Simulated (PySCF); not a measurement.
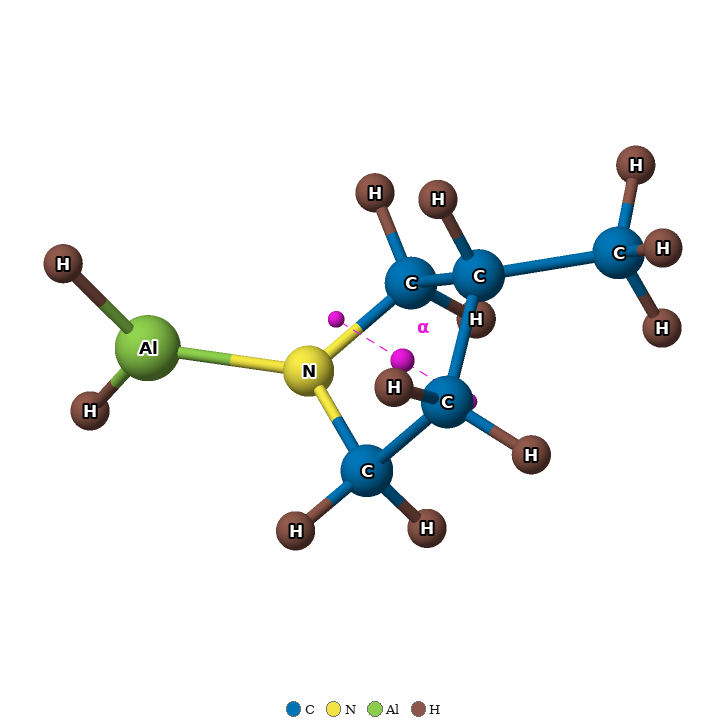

The small points mark where nucleus-independent chemical shifts (NICS) were computed: at the centre of each lettered ring and 1 Å above and below it. Computed geometry: GFN2-xTB optimisation. No frequency run is at hand to confirm it as a minimum. Properties computed with GIAO PBE0/pcSseg-1 NMR shielding, non-relativistic, gas phase (PySCF 2.14.0).

Give NICS(0), NICS(1) and the out-of-plane component NICS(1)zz for each ring (means of the two sides).

```tsv
ring	members	NICS(0)	NICS(1)	NICS(1)zz
α	C4N	−6.6	−4.1	−5.5
```

Values in ppm.

What do the values say about the ring currents?

Ring α: weak, as in a non-aromatic ring. NICS is one index among several.

The geometry is semi-empirical. Around Al such bond lengths and angles can be off by a tenth of an ångström or more and by several degrees, and values that hang on the shape move with them.
